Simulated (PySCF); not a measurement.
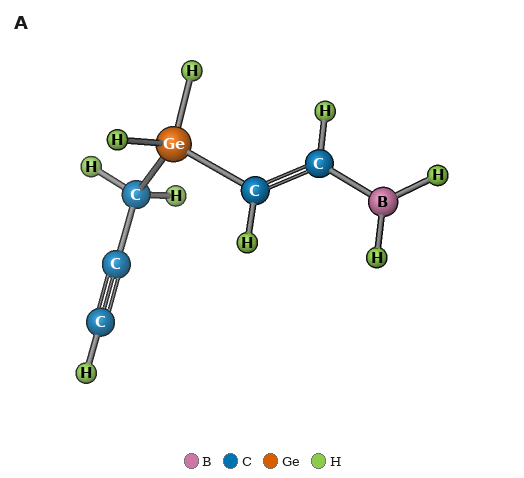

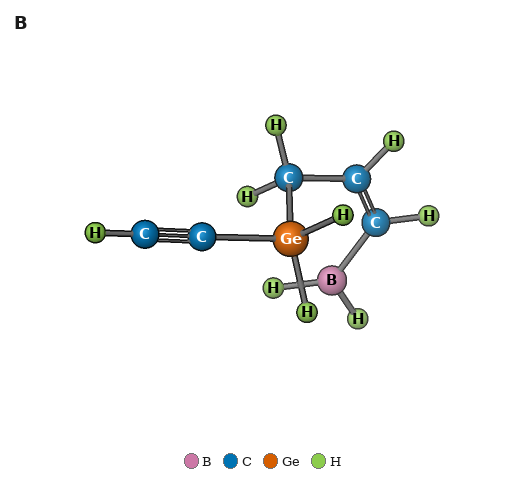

2 stationary structures of one formula. Geometries: GFN2-xTB. Electronic energies: CAM-B3LYP/def2-SVPD (PySCF 2.14.0), without zero-point energy. No frequency run is at hand to confirm each as a minimum. Each is one conformer, not always the lowest.

**Are they conformers, stereoisomers or constitutional isomers?**

They are constitutional isomers of C5H9BGe: A `B/C=[CH]/[GeH2][CH2]C#C`, B `B/C=C\[CH2][GeH2][C]#C`.

**Which is lowest in energy, and by how much?**

B is lowest; A lies 5.3 kcal/mol above it.

The geometry is semi-empirical. Around B, Ge such bond lengths and angles can be off by a tenth of an ångström or more and by several degrees, and values that hang on the shape move with them.
